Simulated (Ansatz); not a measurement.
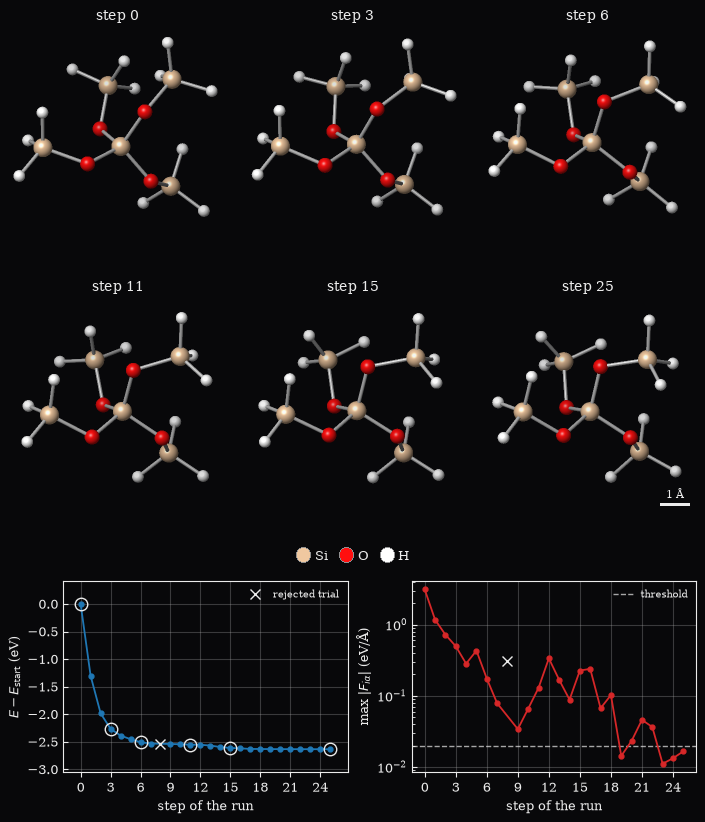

Frames of a relaxation of Si₅H₁₂O₄, marked on the history of the run. Style: ball-and-stick. Shown at a tilt.

The run prepares the start of a later molecular dynamics calculation, from a guessed geometry.

Theory: RKS revPBE-D4/STO-3G in Ansatz. Settings: no spin polarisation; force threshold 0.02 eV/Å; at most 40 steps.

> Describe the path.

The atom that moves furthest after the best rigid fit is an H atom (1.96 Å). By element the largest moves are H 1.96 Å, O 0.97 Å, Si 0.69 Å. Near-neighbour distances that change, for instance: H–Si 2.065 → 4.399 Å, H–Si 1.985 → 4.283 Å, Si–Si 3.046 → 4.226 Å, O–Si 1.680 → 1.726 Å. Bond angles that change, for instance: Si–O–Si 125.0° → 114.0°, Si–O–Si 125.0° → 114.7°, O–Si–H 109.5° → 104.6°. Groups turn about O–Si by about 85°, O–Si by about 40°, O–Si by about 40°. After 24 accepted moves (25 points after the start) the energy has fallen by 2.634 eV. The largest force component goes from 3.1 to 0.017 eV/Å. The line search rejected the trial step at point 8 of the run. The forces were under the threshold at step 19, but the run went on from there. The run took 4.1 min on 1 thread of Arm Neoverse V2, on a shared host, peak memory 0.16 GiB. From step 0 to 3: an H atom moves most (0.53 Å), energy −2.266 eV. From step 3 to 6: an H atom moves most (0.58 Å), energy −0.241 eV. From step 6 to 11: H atoms move most (0.39 Å), energy −0.045 eV. From step 11 to 15: an H atom moves most (0.59 Å), energy −0.060 eV. From step 15 to 25: an H atom moves most (0.44 Å), energy −0.023 eV.

```csv
step,"E − E(0), eV","largest force component, eV/Å",note
0,0.0000,3.1176,
1,-1.3025,1.1723,
2,-1.9821,0.7221,
3,-2.2658,0.4976,
4,-2.3861,0.2828,
5,-2.4524,0.4305,
6,-2.5069,0.1744,
7,-2.5316,0.0786,
8,-2.5308,0.3039,rejected
9,-2.5389,0.0340,
10,-2.5450,0.0657,
11,-2.5518,0.1287,
12,-2.5538,0.3353,
13,-2.5676,0.1671,
14,-2.5950,0.0882,
15,-2.6118,0.2262,
16,-2.6186,0.2388,
17,-2.6292,0.0668,
18,-2.6303,0.1022,
19,-2.6321,0.0143,
20,-2.6328,0.0232,
21,-2.6332,0.0458,
22,-2.6336,0.0364,
23,-2.6339,0.0111,
24,-2.6342,0.0132,
25,-2.6345,0.0166,
```

Limits of the set-up: STO-3G is a minimal basis, so the numbers are rough.
